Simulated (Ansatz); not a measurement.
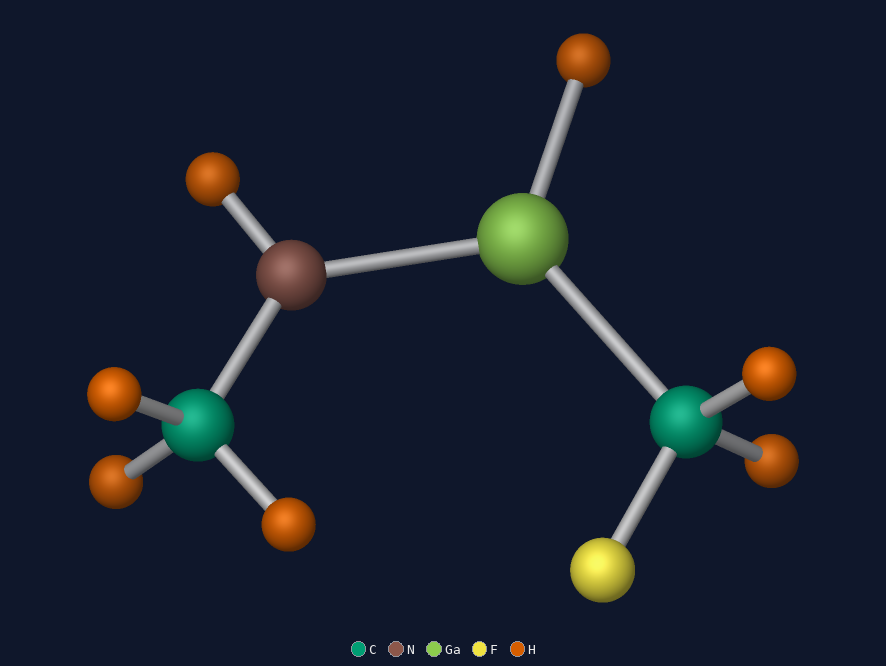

Computed geometry: PBE0-D4/def2-TZVP optimisation. No frequency run is at hand to confirm it as a minimum.

Draw it as a skeletal formula.

SMILES: C[NH][GaH][CH2]F

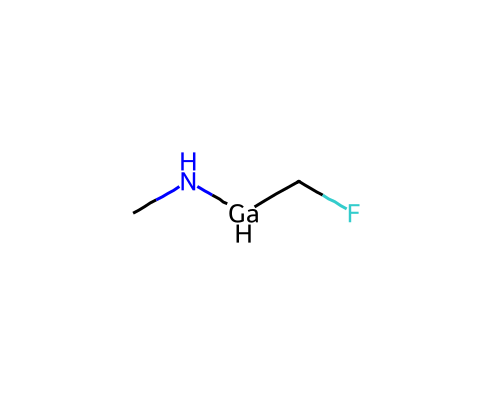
